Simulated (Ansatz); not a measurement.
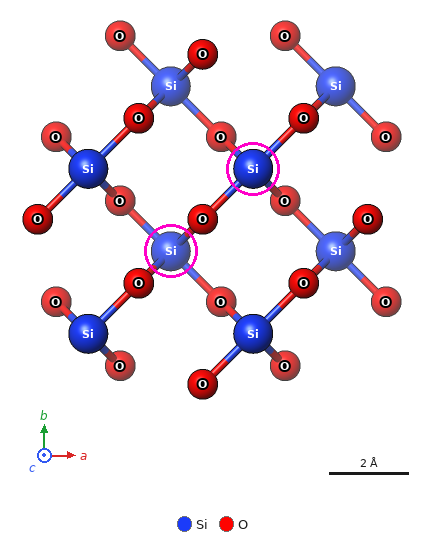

Perfect SiO2. The picture is a ball-and-stick view of the atoms within 5.2 Å of one point, in a slice 3.4 Å thick across the line of sight, seen along the c axis.

Level of theory: DFT, PBEsol, PAW, plane waves (Ansatz 0.2.0). Set-up: plane-wave cutoff 420 eV; k-point mesh 1 × 1 × 1; mesh shifted by (0.25, 0.25, 0.25); collinear spin. Fermi-Dirac smearing of 0.01 eV. The axes drawn are those of the host's conventional cell.

Two silicon atoms are replaced by cadmium, the two sites 3.3 Å apart at the ringed places, in charge state 0. The supercell has 72 sites, and the atoms are relaxed at the host's cell.

Q: Predict the relaxed surroundings of the defect.

A: One site: in the host the Si atom has 6 O at 1.77 to 1.82 Å; the Cd atom ends with 6 O at 1.99 to 2.02 Å. The other site: in the host the Si atom has 6 O at 1.77 to 1.82 Å; the Cd atom ends with 6 O at 1.90 to 2.07 Å. Of the host's atoms, an oxygen atom moves furthest from its site, by 0.32 Å. The Cd atom itself moves 0.16 Å from where it was put. The cell ends without a net magnetic moment.

The relaxed defect, seen from the same direction:

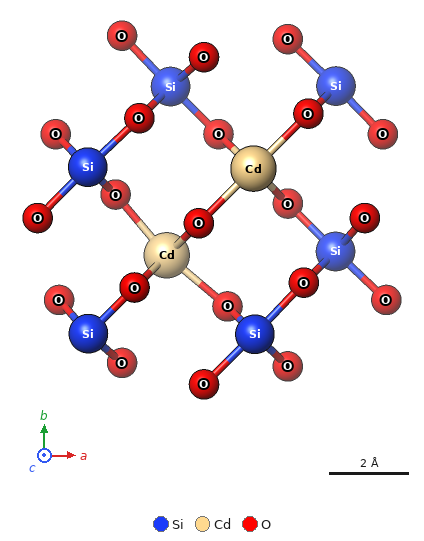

Limits of the set-up: the periodic images lie only 8.0 Å apart, so the values are limited by the cell's size.
